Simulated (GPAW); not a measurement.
# TiC (Fm-3m): the Ti K absorption edge, part 4 of 4

How does the Ti K edge of TiC (Fm-3m) move when the bonds are compressed or stretched?

GPAW 26.7.0; X-ray absorption from dipole matrix elements to empty bands, plane-wave PAW PBE.

So far. Step 8 (Spectrum with XCH, Ti atom 1): The scaled spectrum changes by 7 % r.m.s. The highest intensity below 24 eV goes from 17.8 eV (2.36) to 18.2 eV (2.37). Step 10 (Spectrum with XCH, Ti atom 1): Against the first run the r.m.s. difference is 7 %. The highest intensity below 24 eV goes from 17.8 eV (2.36) to 17.4 eV (2.36).

The database entry behind the starting cell differs from later determinations by our own check (0.1 to 0.3 % short, probably kX units), so it need not match the best structure at ambient conditions.

## 12. Spectrum with XCH, Ti atom 1

Shorter bonds are expected to push antibonding states and scattering resonances up, and longer ones down; the cell is scaled to test that.

Changed against the first core-hole run: volume scale from 1 to 1.06.

Input file xas.py:

```python
import numpy as np
from ase import Atoms
from ase.parallel import parprint, paropen
from gpaw import GPAW, PW, FermiDirac, Mixer, MixerDif, setup_paths
from gpaw.test import gen
setup_paths.insert(0, '.')
gen('Ti', name='fch1s', xcname='PBE', corehole=(1, 0, 1), write_xml=True)
from gpaw.mpi import world
world.barrier()

atoms = Atoms('Ti8C8',
    cell=[[0, 4.40329993, 4.40329993],
     [4.40329993, 0, 4.40329993],
     [4.40329993, 4.40329993, 0]],
    scaled_positions=[[0, 0, 0],
     [0, 0, 0.5],
     [0, 0.5, 0],
     [0.5, 0, 0],
     [0, 0.5, 0.5],
     [0.5, 0, 0.5],
     [0.5, 0.5, 0],
     [0.5, 0.5, 0.5],
     [0.25, 0.25, 0.25],
     [0.25, 0.25, 0.75],
     [0.25, 0.75, 0.25],
     [0.75, 0.25, 0.25],
     [0.25, 0.75, 0.75],
     [0.75, 0.25, 0.75],
     [0.75, 0.75, 0.25],
     [0.75, 0.75, 0.75]],
    pbc=True)
atoms.calc = calc = GPAW(legacy_gpaw=True, mode=PW(430, force_complex_dtype=True), xc='PBE', setups={0: 'fch1s'},
    kpts={'size': (5, 5, 5), 'gamma': True}, occupations=FermiDirac(0.1),
    charge=-1, mixer=Mixer(0.1, 5, 50), maxiter=150,
    convergence={'density': 0.0001, 'eigenstates': 1e-6}, txt='scf.txt')
energy = atoms.get_potential_energy() + calc.get_reference_energy()
ef = calc.get_fermi_level()
out = dict(energy=energy, fermi=ef, forces=atoms.get_forces().tolist())
parprint(f'all-electron energy {energy:.4f} eV, Fermi level {ef:.4f} eV')
ev = np.array([[calc.get_eigenvalues(k, s) for k in range(len(calc.get_ibz_k_points()))] for s in range(calc.get_number_of_spins())])
out['homo'], out['lumo'], out['counts'] = ev[ev < ef].max(), ev[ev > ef].min(), sorted(set((ev < ef).sum((0, 2)).tolist()))
out['filled'] = (ev[:, 0] < ef).sum(1).tolist()

from ase.units import Ha
from gpaw.xas import dipole_matrix_elements
nb = int(calc.get_number_of_electrons() / 2) + 144
top, nb = nb, nb + 8 + nb // 12
nscf = calc.fixed_density(kpts={'size': (7, 7, 7), 'gamma': True}, nbands=nb,
    convergence={'bands': top, 'eigenstates': 5e-3}, maxiter=60, txt='nscf.txt')
cell = atoms.cell.array
ops = [cell.T @ U.T @ np.linalg.inv(cell.T) for U in nscf.wfs.kd.symmetry.op_scc]
E = np.arange(-6, 34, 0.1)
fwhm = np.interp(E, [4, 25], [0.94, 3.5])
Y, X, zero, highest = 0, 0, 1e9, 1e9
for spin in range(nscf.get_number_of_spins()):
    wfs = nscf.wfs
    mine = wfs.bd.get_slice()  # this rank's bands
    A = dipole_matrix_elements(wfs.setups[0])
    eps = np.zeros((wfs.kd.nibzkpts, nb))
    d = np.zeros((3, A.shape[1], wfs.kd.nibzkpts, nb), complex)
    for kpt in wfs.kpt_u:
        if kpt.s == spin and 0 in kpt.P_ani:
            eps[kpt.k, mine] = kpt.eps_n * Ha
            d[:, :, kpt.k, mine] = (kpt.weight * wfs.nspins / 2) ** 0.5 * np.inner(A, kpt.P_ani[0])
    world.sum(eps)
    world.sum(d)
    T = np.einsum('amkn,bmkn->abkn', d, d.conj()).real
    T = sum(np.einsum('ai,ijkn,bj->abkn', R, T, R) for R in ops) / len(ops)
    empty = eps > ef
    zero, highest = min(zero, eps[empty].min()), min(highest, eps[:, top - 1].min())
    lines = [(eps, T, empty)] if spin == 0 else lines + [(eps, T, empty)]
for eps, T, empty in lines:
    f = np.einsum('aakn->akn', T).reshape(3, -1)
    x = eps.ravel() - zero
    w = np.interp(x, E, fwhm) / 2.35482
    g = np.exp(-0.5 * ((E[:, None] - x) / w) ** 2) / (w * (2 * np.pi) ** 0.5)
    Y = Y + (f * empty.ravel()) @ g.T
    X = X + (f * ~empty.ravel()) @ g.T
out.update(E=E.round(2).tolist(), xas=Y.tolist(), xes=X.tolist(), zero=zero, valid=highest - zero, nk=len(eps), nb=nb)
for i in range(0, len(E), 10):
    parprint(f'{E[i]:7.2f}', *(f'{v:10.3e}' for v in Y[:, i]))
import json
with paropen('out.json', 'w') as f:
    json.dump(out, f)
```

Started as:

```sh
$ OMP_NUM_THREADS=1 mpirun -n 4 gpaw python xas.py
```

Numbers of over 12 decimals in the logs are rounded to 6 here.

What it wrote:

```text
Input parameters:
  charge: -1
  convergence: {density: 0.0001,
                eigenstates: 1e-06}
  kpts: {gamma: True,
         size: (5, 5, 5)}
  maxiter: 150
  mixer: {backend: pulay,
          beta: 0.1,
          method: separate,
          nmaxold: 5,
          weight: 50}
  mode: {ecut: 430.0,
         force_complex_dtype: True,
         name: pw}
  occupations: {fixmagmom: False,
[...]
*d    :     0.343888
--------------------------------

Diagonalizing with gridspacing h=0.050

state   all-electron     PAW
-------------------------------
3s:      -2.998602    -2.998884
3p:      -2.109826    -2.110472
3d:      -0.656112    -0.656704
*f:                   -0.028297
-------------------------------
all-electron energy -189168.9351 eV, Fermi level 9.7077 eV
[...]
32.00  4.838e-07  4.838e-07  4.838e-07
  33.00  4.783e-07  4.783e-07  4.783e-07
[key lines of the parts left out:]
Converged after 27 iterations.
Dipole moment: (0.000000, 0.000000, 0.000000) |e|*Ang
Free energy:   -151.446153
Fermi level: 9.70768
```

The job ended after 2.1 min (4 MPI ranks of Arm Neoverse V2, shared host; peak memory 0.44 GiB).

| E (eV) | first run | this run |
| --- | --- | --- |
| -2.0 | 0.00 | 0.00 |
| -1.0 | 0.00 | 0.00 |
| 0.0 | 0.16 | 0.15 |
| 1.0 | 0.14 | 0.12 |
| 2.0 | 0.15 | 0.15 |
| 3.0 | 0.32 | 0.37 |
| 4.0 | 0.38 | 0.30 |
| 5.0 | 0.39 | 0.46 |
| 6.0 | 0.55 | 0.48 |
| 7.0 | 0.31 | 0.12 |
| 8.0 | 0.10 | 0.12 |
| 9.0 | 0.26 | 0.39 |
| 10.0 | 0.60 | 0.81 |
| 11.0 | 1.00 | 1.10 |
| 12.0 | 1.15 | 1.15 |
| 13.0 | 1.37 | 1.65 |
| 14.0 | 1.87 | 1.96 |
| 15.0 | 1.93 | 1.87 |
| 16.0 | 1.92 | 2.13 |
| 17.0 | 2.21 | 2.37 |
| 18.0 | 2.35 | 2.08 |
| 19.0 | 2.04 | 1.59 |
| 20.0 | 1.61 | 1.31 |
| 21.0 | 1.37 | 1.14 |
| 22.0 | 1.19 | 0.99 |
| 23.0 | 1.02 | 0.89 |
| 24.0 | 0.91 | 0.86 |
| 25.0 | 0.87 | 0.92 |
| 26.0 | 0.92 | 1.11 |
| 27.0 | 1.10 | 1.36 |
| 28.0 | 1.37 | 1.51 |
| 29.0 | 1.54 | 1.48 |
| 30.0 | 1.53 | 1.35 |
| 31.0 | 1.42 | 1.25 |
| 32.0 | 1.31 | 1.19 |

The scaled spectrum changes by 14 % r.m.s. A shift of -0.6 eV leaves 6 %. The highest intensity below 24 eV goes from 17.8 eV (2.36) to 17.0 eV (2.37).

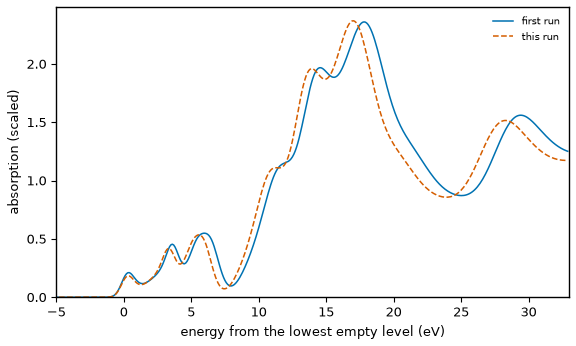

The effect of the change (volume scale from 1 to 1.06).

The photon energy of the zero moves by +0.21 eV.

## 13. The volumes side by side

| volume | nearest distance (Å) | shift of the zero (eV) | maximum 1 (eV above own zero) | maximum 2 (eV above own zero) | maximum 3 (eV above own zero) |
| --- | --- | --- | --- | --- | --- |
| 0.94 | 2.115 | -0.25 | 6.2 | 15.2 | 18.7 |
| 0.97 | 2.137 | -0.12 | 6.1 | 14.9 | 18.2 |
| 1 | 2.159 | +0.00 | 6.0 | 14.6 | 17.8 |
| 1.03 | 2.181 | +0.11 | 5.8 | 14.2 | 17.4 |
| 1.06 | 2.202 | +0.21 | 5.6 | 13.9 | 17.0 |

The curves, each shifted by its zero's change so that they share one photon-energy axis, counted from the zero at V × 1:

| E (eV) | V × 0.94 | V × 0.97 | V × 1 | V × 1.03 | V × 1.06 |
| --- | --- | --- | --- | --- | --- |
| -2.0 | 0.00 | 0.00 | 0.00 | 0.00 | 0.00 |
| -1.0 | 0.01 | 0.01 | 0.00 | 0.00 | 0.00 |
| 0.0 | 0.23 | 0.19 | 0.16 | 0.13 | 0.10 |
| 1.0 | 0.14 | 0.14 | 0.14 | 0.14 | 0.14 |
| 2.0 | 0.18 | 0.16 | 0.15 | 0.14 | 0.13 |
| 3.0 | 0.35 | 0.33 | 0.32 | 0.31 | 0.30 |
| 4.0 | 0.42 | 0.39 | 0.38 | 0.36 | 0.34 |
| 5.0 | 0.39 | 0.39 | 0.39 | 0.40 | 0.41 |
| 6.0 | 0.58 | 0.56 | 0.55 | 0.54 | 0.52 |
| 7.0 | 0.46 | 0.38 | 0.31 | 0.24 | 0.18 |
| 8.0 | 0.14 | 0.11 | 0.10 | 0.09 | 0.09 |
| 9.0 | 0.23 | 0.25 | 0.26 | 0.29 | 0.32 |
| 10.0 | 0.52 | 0.56 | 0.60 | 0.65 | 0.71 |
| 11.0 | 0.91 | 0.96 | 1.00 | 1.04 | 1.07 |
| 12.0 | 1.18 | 1.17 | 1.15 | 1.14 | 1.12 |
| 13.0 | 1.33 | 1.34 | 1.37 | 1.43 | 1.51 |
| 14.0 | 1.77 | 1.82 | 1.87 | 1.92 | 1.95 |
| 15.0 | 2.00 | 1.97 | 1.93 | 1.90 | 1.87 |
| 16.0 | 1.94 | 1.91 | 1.92 | 1.97 | 2.05 |
| 17.0 | 2.10 | 2.15 | 2.21 | 2.29 | 2.36 |
| 18.0 | 2.35 | 2.36 | 2.35 | 2.29 | 2.18 |
| 19.0 | 2.32 | 2.19 | 2.04 | 1.85 | 1.68 |
| 20.0 | 1.98 | 1.78 | 1.61 | 1.47 | 1.35 |
| 21.0 | 1.64 | 1.48 | 1.37 | 1.26 | 1.18 |
| 22.0 | 1.43 | 1.29 | 1.19 | 1.10 | 1.02 |
| 23.0 | 1.23 | 1.11 | 1.02 | 0.95 | 0.90 |
| 24.0 | 1.05 | 0.97 | 0.91 | 0.87 | 0.86 |
| 25.0 | 0.95 | 0.90 | 0.87 | 0.87 | 0.90 |
| 26.0 | 0.91 | 0.90 | 0.92 | 0.98 | 1.06 |
| 27.0 | 0.96 | 1.02 | 1.10 | 1.21 | 1.31 |
| 28.0 | 1.15 | 1.26 | 1.37 | 1.45 | 1.49 |
| 29.0 | 1.43 | 1.51 | 1.54 | 1.54 | 1.50 |
| 30.0 | 1.61 | 1.59 | 1.53 | 1.46 | 1.38 |
| 31.0 | 1.60 | 1.50 | 1.42 | 1.34 | 1.26 |
| 32.0 | 1.48 | 1.38 | 1.31 | 1.24 | 1.19 |

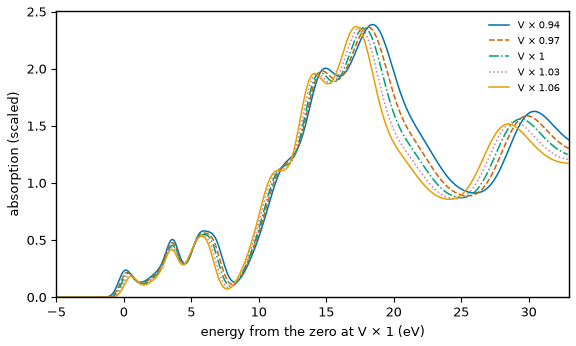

The edge at each volume, on one photon-energy scale.

## 14. What came out

| Quantity | Value |
| --- | --- |
| absorber and edge | Ti K, atom 1 of the ground-state input (counted from 1) |
| surroundings | 6 C at 2.16 Å (octahedral, site symmetry m-3m) |
| highest intensity below 24 eV | 17.8 eV above the zero, height 2.36 |
| photon energy of the zero, with the added terms | 4960.6 eV (raw 4983.4 eV; uncertain by a few eV) |

From V × 0.94 to V × 1.06 the nearest distance grows by 0.086 Å and the zero moves by +0.46 eV. Above their own zero, the maxima move from 6.2 to 5.6 eV, from 15.2 to 13.9 eV and from 18.7 to 17.0 eV. The one highest in energy moves most, in the direction that the rule ΔE·R² ≈ constant for scattering resonances gives. The Ti K edge of atom 1, with 6 C at 2.16 Å (octahedral, site symmetry m-3m), has its highest intensity of the first 24 eV at 17.8 eV above the zero, near 4978 eV in photon energy (uncertain by a few eV), 2.4 times the mean level of the first 20 eV (Gaussian full width 0.94 eV up to 4 eV, rising linearly to 3.5 eV at 25 eV). The strongest dipole feature below the main edge lies at 6.0 eV (height 0.55); the site has an inversion centre, so it comes from p states mixed with the neighbours' empty states, not from local p–d mixing. Quadrupole 1s→3d transitions, which feed the pre-edge, are not in the dipole spectrum. The holes are only 6.1 Å apart, so the shape is probably not converged with cell size; no larger cell was run here. Lifetime broadening is put in by hand, and intensities beyond about 20 eV depend on it and on the partial waves. The structure is a published determination, not relaxed.

[Banner, clock and machine lines of the logs are left out without a mark of their own.]

[Logs are printed without paths, hosts, clocks, repeated set-up lines and the standing remarks that a program may print on its own settings, such as how far it seeks lower states.]

[Hosts, paths, dates, database ids (printed as entryN), source tags and the programs' standing remarks are cut or masked in the printed files.]

[Lists of maxima count a maximum above −3 eV only where it reaches 4 % of the highest in the window and stands out from its surroundings by 2 % of it (1.5 % where it reaches 55 %); shoulders and weaker maxima are passed over, and of the rest the first, up to two pre-edge ones and the few strongest are named.]
